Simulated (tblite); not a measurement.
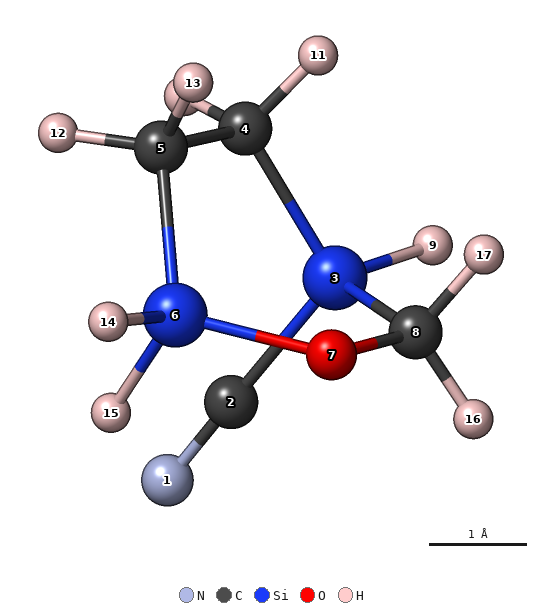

**Figure 1.** The starting structure (ball-and-stick view, seen at a tilt; atoms are numbered from 1 in the order of the input). Bond lengths as drawn: C–C 1.50 Å, C–H 1.09 to 1.12 Å, C–N 1.14 Å, C–O 1.38 Å, C–Si 1.83 to 1.88 Å, H–Si 1.46 to 1.49 Å and O–Si 1.70 Å.

## C$_{4}$H$_{9}$NOSi$_{2}$: geometry relaxation

System: C$_{4}$H$_{9}$NOSi$_{2}$, SMILES N#C[Si@H]1CC[SiH2]OC1.
Method: GFN2-xTB geometry optimisation, gas phase (tblite 0.8.0).

It belongs to a series of runs on one base structure; here: C replaced by Si.

## The input
```
{"job": {"kind": "relax", "xc": "GFN2-xTB", "basis": "xTB"}, "charge": 0, "multiplicity": 1}
N     -2.085100     2.130200     1.477700
C     -1.108400     1.559900     1.305000
Si     0.465800     0.663900     1.037100
C      0.227400    -1.171500     0.973500
C     -0.428300    -1.582900    -0.314300
Si    -0.777400    -0.109300    -1.433800
O      0.621500     0.825100    -1.682100
C      1.316500     1.169100    -0.537600
H      1.338700     0.957800     2.169900
H     -0.392300    -1.541500     1.828100
H      1.237000    -1.617700     0.985100
H     -1.399300    -2.080500    -0.133900
H      0.262600    -2.230500    -0.893600
H     -1.204300    -0.589200    -2.775800
H     -1.901800     0.723400    -0.933700
H      1.520900     2.244400    -0.562700
H      2.299500     0.661400    -0.518800
```

The first line tells a small driver script what to run in tblite; the rest is the geometry in Å.

Hardware: 1 CPU thread, shared host.

Launch command:
```bash
OMP_NUM_THREADS=1 python <driver script> task.json out
```

## The program's output
```
step      E/eV     max force
  0    -640.91614    2.298
  1    -641.12598    1.123
  2    -641.17589    3.444
  3    -641.25131    1.377
  4    -641.30330    0.740
  5    -641.34991    0.371
  6    -641.37263    0.357
  7    -641.38725    0.317
  8    -641.39774    0.266
  9    -641.40765    0.257
 10    -641.41895    0.275
 11    -641.43001    0.259
 12    -641.43814    0.180
 13    -641.44365    0.222
 14    -641.44913    0.232
 15    -641.45518    0.196
 16    -641.46076    0.181
 17    -641.46518    0.133
 18    -641.46891    0.144
 19    -641.47293    0.165
 20    -641.47731    0.172
 21    -641.48100    0.136
 22    -641.48372    0.125
 23    -641.48595    0.115
 24    -641.48823    0.109
 25    -641.49069    0.115
 26    -641.49303    0.109
 27    -641.49527    0.115
 28    -641.49797    0.154
 29    -641.50145    0.149
 30    -641.50486    0.129
 31    -641.50717    0.114
 32    -641.50847    0.085
 33    -641.50932    0.070
 34    -641.51028    0.073
 35    -641.51145    0.082
 36    -641.51253    0.075
 37    -641.51329    0.062
 38    -641.51383    0.058
 39    -641.51439    0.063
 40    -641.51505    0.063
 41    -641.51574    0.071
 42    -641.51632    0.086
 43    -641.51687    0.088
 44    -641.51752    0.080
 45    -641.51833    0.071
 46    -641.51910    0.071
 47    -641.51965    0.064
 48    -641.52000    0.044
 49    -641.52037    0.037
 50    -641.52087    0.061
 51    -641.52142    0.062
 52    -641.52185    0.055
 53    -641.52219    0.047
 54    -641.52251    0.041
 55    -641.52289    0.044
 56    -641.52331    0.045
 57    -641.52364    0.033
 58    -641.52389    0.044
 59    -641.52411    0.046
 60    -641.52431    0.032
 61    -641.52445    0.024
 62    -641.52455    0.032
 63    -641.52463    0.024
 64    -641.52474    0.022
 65    -641.52479    0.020
 66    -641.52489    0.018
 67    -641.52494    0.018
 68    -641.52498    0.017
 69    -641.52502    0.013
 70    -641.52504    0.015
 71    -641.52507    0.014
 72    -641.52510    0.012
 73    -641.52512    0.011
 74    -641.52513    0.013
 75    -641.52514    0.013
 76    -641.52516    0.012
 77    -641.52519    0.014
 78    -641.52523    0.017
 79    -641.52529    0.024
 80    -641.52538    0.032
 81    -641.52556    0.039
 82    -641.52590    0.051
 83    -641.52645    0.076
 84    -641.52728    0.097
 85    -641.52883    0.110
 86    -641.53071    0.158
 87    -641.53327    0.243
 88    -641.52525    0.524
 89    -641.54091    0.217
 90    -641.54276    0.200
 91    -641.55298    0.108
 92    -641.55111    0.711
 93    -641.56461    0.107
 94    -641.56838    0.115
 95    -641.57106    0.257
 96    -641.57317    0.143
 97    -641.57468    0.080
 98    -641.57788    0.077
 99    -641.57903    0.117
100    -641.57996    0.094
101    -641.58134    0.092
102    -641.58344    0.100
103    -641.58467    0.084
104    -641.58600    0.104
105    -641.58755    0.084
106    -641.58922    0.160
107    -641.59084    0.201
108    -641.59254    0.080
109    -641.59376    0.094
110    -641.59486    0.092
111    -641.59728    0.134
112    -641.59993    0.152
113    -641.60165    0.111
114    -641.60306    0.161
115    -641.60470    0.177
116    -641.60689    0.261
117    -641.60917    0.269
118    -641.61027    0.208
119    -641.61154    0.199
120    -641.61275    0.084
121    -641.61277    0.618
122    -641.61573    0.257
123    -641.61747    0.127
124    -641.61711    0.857
125    -641.62026    0.149
126    -641.62066    0.303
127    -641.62282    0.110
128    -641.62392    0.332
129    -641.62544    0.276
130    -641.62940    0.159
131    -641.63268    0.177
132    -641.63370    0.561
133    -641.64201    0.205
134    -641.65027    0.185
135    -641.66059    0.501
136    -641.66825    0.531
137    -641.67567    0.237
138    -641.67942    0.420
139    -641.68811    0.308
140    -641.69231    0.233
141    -641.69566    0.408
142    -641.69790    0.283
143    -641.70136    0.306
144    -641.70454    0.182
145    -641.70720    0.136
146    -641.71000    0.123
147    -641.71180    0.087
148    -641.71291    0.085
149    -641.71360    0.072
150    -641.71427    0.057
151    -641.71526    0.074
152    -641.71608    0.077
153    -641.71710    0.076
154    -641.71812    0.079
155    -641.71909    0.066
156    -641.71983    0.056
157    -641.72039    0.057
158    -641.72082    0.041
159    -641.72111    0.051
160    -641.72130    0.036
161    -641.72145    0.043
162    -641.72158    0.043
163    -641.72168    0.039
164    -641.72174    0.043
165    -641.72180    0.029
166    -641.72187    0.032
167    -641.72194    0.025
168    -641.72201    0.028
169    -641.72206    0.024
170    -641.72212    0.033
171    -641.72217    0.025
172    -641.72221    0.026
173    -641.72224    0.014
174    -641.72226    0.015
175    -641.72228    0.010
176    -641.72229    0.010
```

## Trajectory as extended XYZ (Å, eV, eV/Å), 6 of the 177 frames kept, from step=0 to step=176
```
17
Properties=species:S:1:pos:R:3:forces:R:3 step=0 energy=-640.91614
N    -2.0851    2.1302    1.4777   -0.1780   0.1430   0.1540
C    -1.1084    1.5599    1.3050   -0.5860   0.4210   0.1060
Si    0.4658    0.6639    1.0371    0.7630   0.3930   1.5190
C     0.2274   -1.1715    0.9735   -0.0640  -0.9600   0.9500
C    -0.4283   -1.5829   -0.3143   -0.4730  -0.4450  -1.1680
Si   -0.7774   -0.1093   -1.4338    0.0640   0.9860  -1.8840
O     0.6215    0.8251   -1.6821   -1.8510  -1.3310  -0.2900
C     1.3165    1.1691   -0.5376    0.9160   0.4710   0.0950
H     1.3387    0.9578    2.1699    0.1300   0.2230   0.1720
H    -0.3923   -1.5415    1.8281    0.8550   0.1300  -0.4130
H     1.2370   -1.6177    0.9851   -0.4320  -0.0640   0.5430
H    -1.3993   -2.0805   -0.1339    0.7090  -0.1590  -0.1830
H     0.2626   -2.2305   -0.8936   -0.6980  -0.1100   0.4060
H    -1.2043   -0.5892   -2.7758    0.4670   0.2380   0.3910
H    -1.9018    0.7234   -0.9337    0.3650  -0.1670  -0.0450
H     1.5209    2.2444   -0.5627    0.0770   0.0690  -0.0760
H     2.2995    0.6614   -0.5188   -0.0650   0.1600  -0.2780
17
Properties=species:S:1:pos:R:3:forces:R:3 step=35 energy=-641.51145
N    -1.9253    2.2201    1.7205    0.0140   0.0050   0.0150
C    -0.9634    1.6335    1.5118    0.0120  -0.0260  -0.0070
Si    0.5959    0.6574    1.1587   -0.0070   0.0520  -0.0450
C     0.1641   -1.1886    0.9877    0.0010   0.0150   0.0090
C    -0.4873   -1.6022   -0.3530   -0.0250   0.0090  -0.0440
Si   -0.7838   -0.1848   -1.6046   -0.0500   0.0630  -0.0090
O     0.4814    0.8299   -1.6279    0.0320  -0.0410   0.0550
C     1.2557    1.2636   -0.5323   -0.0040   0.0000   0.0140
H     1.5631    0.9752    2.2151   -0.0080  -0.0150  -0.0140
H    -0.4823   -1.4888    1.8134   -0.0210   0.0080   0.0450
H     1.0891   -1.7529    1.1255    0.0210  -0.0280   0.0020
H    -1.4391   -2.0916   -0.1520   -0.0180  -0.0200   0.0260
H     0.1338   -2.3657   -0.8223    0.0380   0.0000  -0.0230
H    -0.7808   -0.6352   -2.9888    0.0150  -0.0080   0.0180
H    -2.0255    0.4968   -1.2039    0.0790   0.0020  -0.0210
H     1.3208    2.3568   -0.5774   -0.0570  -0.0170  -0.0030
H     2.2766    0.8886   -0.6803   -0.0220   0.0020  -0.0200
17
Properties=species:S:1:pos:R:3:forces:R:3 step=70 energy=-641.52504
N    -1.8253    2.2428    1.8714    0.0060  -0.0020  -0.0010
C    -0.8935    1.6373    1.5916   -0.0040  -0.0010   0.0000
Si    0.6226    0.6357    1.1375    0.0020   0.0030  -0.0030
C     0.1118   -1.1937    0.9963   -0.0030   0.0050  -0.0010
C    -0.5041   -1.6225   -0.3578    0.0020   0.0020   0.0020
Si   -0.7452   -0.2214   -1.6388   -0.0030  -0.0070   0.0020
O     0.5698    0.7252   -1.6592   -0.0080  -0.0010  -0.0050
C     1.2202    1.3033   -0.5528   -0.0020  -0.0020   0.0010
H     1.6410    0.9008    2.1590    0.0050   0.0000   0.0050
H    -0.5884   -1.4187    1.8041   -0.0040  -0.0010  -0.0050
H     0.9933   -1.8071    1.1994   -0.0090   0.0010  -0.0020
H    -1.4562   -2.1195   -0.1744    0.0070  -0.0060  -0.0070
H     0.1400   -2.3814   -0.8061   -0.0010   0.0030   0.0030
H    -0.7164   -0.7064   -3.0102    0.0020   0.0070   0.0130
H    -1.9528    0.5331   -1.2809    0.0010  -0.0040   0.0010
H     1.0839    2.3898   -0.6112    0.0040   0.0020  -0.0020
H     2.2923    1.1147   -0.6777    0.0050   0.0010   0.0000
17
Properties=species:S:1:pos:R:3:forces:R:3 step=106 energy=-641.58922
N    -1.5704    2.3606    2.0536   -0.0840   0.1070   0.0850
C    -0.6823    1.7110    1.7373    0.1050  -0.0550  -0.0480
Si    0.6848    0.5845    1.1307   -0.0050  -0.0010  -0.0300
C    -0.1491   -1.1317    1.0226    0.0720   0.0480  -0.0400
C    -0.2616   -1.6495   -0.4171    0.0300   0.0230  -0.0770
Si   -0.8174   -0.2791   -1.6270   -0.0400   0.0780   0.1080
O     0.3617    0.8356   -1.6659    0.0060  -0.0460   0.0490
C     1.1593    1.2857   -0.5935   -0.0710  -0.0150  -0.0270
H     1.8632    0.7121    1.9964   -0.0500  -0.0310   0.0190
H    -1.1540   -1.0564    1.4409   -0.0450   0.0090   0.0610
H     0.3851   -1.8636    1.6334   -0.0020   0.0090   0.0310
H    -0.9194   -2.5183   -0.4383    0.0010   0.0120  -0.0030
H     0.7221   -1.9987   -0.7347    0.0440  -0.0580  -0.0510
H    -0.8473   -0.6992   -3.0158    0.0010  -0.0180  -0.0370
H    -2.0725    0.2988   -1.1188    0.0490  -0.0510  -0.0500
H     1.0901    2.3803   -0.5755    0.0360  -0.0050  -0.0180
H     2.2007    1.0400   -0.8381   -0.0480  -0.0050   0.0270
17
Properties=species:S:1:pos:R:3:forces:R:3 step=141 energy=-641.69566
N    -0.3598    2.4538    3.1318    0.1800  -0.2530  -0.2650
C     0.0720    1.7292    2.3522   -0.0910   0.1410   0.1790
Si    0.7269    0.5238    1.0701   -0.0590   0.0730   0.1170
C    -0.4969   -0.9181    0.9271   -0.1600  -0.0810   0.0210
C    -0.2651   -1.7016   -0.3721   -0.1110   0.0020   0.0120
Si   -0.4942   -0.5739   -1.8890    0.0680  -0.0350   0.0170
O     0.4472    0.7305   -1.7219    0.0770   0.1320   0.1750
C     0.6925    1.5158   -0.5719    0.0600   0.0290  -0.1340
H     2.0807    0.0875    1.4522   -0.0710   0.0740  -0.0440
H    -1.5270   -0.5374    0.9183    0.1190  -0.0220   0.0450
H    -0.4298   -1.5849    1.7958    0.0370   0.0650  -0.0890
H    -0.9555   -2.5447   -0.4075    0.0320  -0.0490   0.0030
H     0.7419   -2.1186   -0.3824    0.0360  -0.0550   0.0830
H     0.0754   -1.1433   -3.0988   -0.0360   0.0160  -0.0370
H    -1.9161   -0.2265   -1.9492   -0.0500   0.0410  -0.0530
H    -0.0605    2.3168   -0.5276    0.0430  -0.1010  -0.0170
H     1.6611    2.0038   -0.7372   -0.0730   0.0210  -0.0130
17
Properties=species:S:1:pos:R:3:forces:R:3 step=176 energy=-641.72229
N    -0.1422    2.3899    3.2751    0.0060  -0.0040  -0.0070
C     0.1797    1.6951    2.4233   -0.0050   0.0060   0.0030
Si    0.7071    0.5356    1.0560   -0.0030  -0.0030   0.0050
C    -0.5452   -0.8885    0.9239   -0.0030   0.0000  -0.0020
C    -0.3216   -1.7030   -0.3583   -0.0020   0.0010  -0.0010
Si   -0.3817   -0.5998   -1.9151    0.0000   0.0020   0.0030
O     0.5700    0.6941   -1.6993   -0.0020  -0.0010   0.0000
C     0.6128    1.5400   -0.5716    0.0030  -0.0020  -0.0030
H     2.0790    0.0932    1.3341    0.0000   0.0010   0.0020
H    -1.5627   -0.4859    0.9181   -0.0010   0.0030  -0.0040
H    -0.4827   -1.5427    1.7982    0.0040   0.0000   0.0020
H    -1.0637   -2.5008   -0.4133   -0.0020  -0.0030   0.0020
H     0.6507   -2.1966   -0.2965    0.0040  -0.0020  -0.0040
H     0.2644   -1.1906   -3.0747    0.0010  -0.0010  -0.0010
H    -1.7810   -0.2059   -2.1293    0.0020   0.0010   0.0000
H    -0.2730    2.1873   -0.5814    0.0000   0.0000   0.0040
H     1.4830    2.1906   -0.6992   -0.0020   0.0030  -0.0010
```

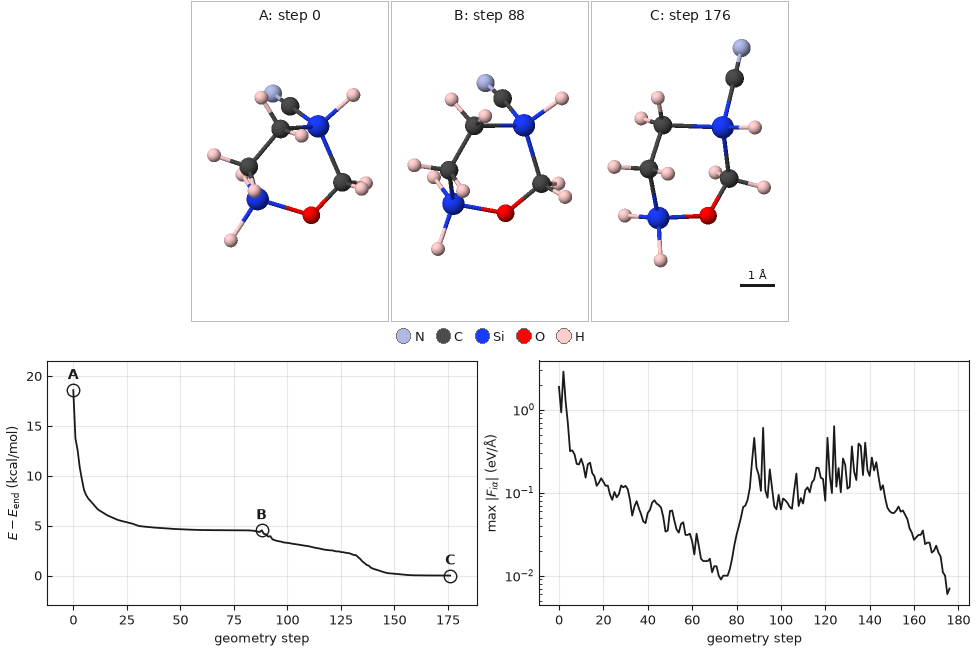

**Figure 2.** Frames of the relaxation (ball-and-stick view, seen at a tilt) above the curves, on which the letters mark them (steps are counted from 0).

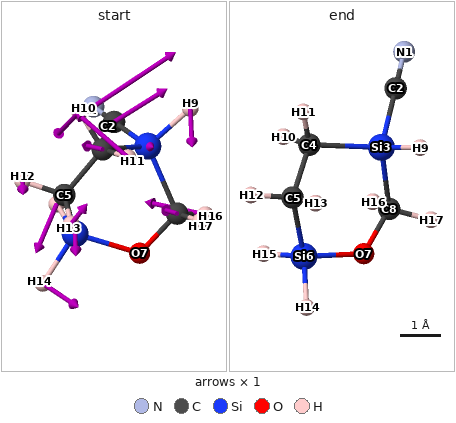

**Figure 3.** Before (left) and after (right) the relaxation, at one scale (ball-and-stick view, seen at a tilt). The pink arrows give the displacements, at true length. N1 moves most after the best rigid fit: 2.67 Å. By element the largest moves are N 2.67 Å, H 1.94 Å, C 1.72 Å, Si 0.79 Å, O 0.15 Å. Distances before and after: Si6–O7 1.700 → 1.621 Å, Si3–C8 1.860 → 1.915 Å, Si3–C4 1.852 → 1.901 Å, C2–Si3 1.831 → 1.869 Å. Among the angles that change: Si6–O7–C8 115.4° → 127.1°, H14–Si6–H15 105.5° → 114.6°, O7–Si6–H14 106.4° → 99.8°. After 176 geometry steps the energy has fallen by 18.6 kcal/mol. The largest force component goes from 1.9 to 0.007 eV/Å. (Atoms are counted from 1 in the order of the input.)

## Key numbers

| quantity | value |
| --- | --- |
| outcome | converged |
| total energy | −641.7223 eV |
| wall time | 5.5 s |
| peak memory | 0.18 GiB |
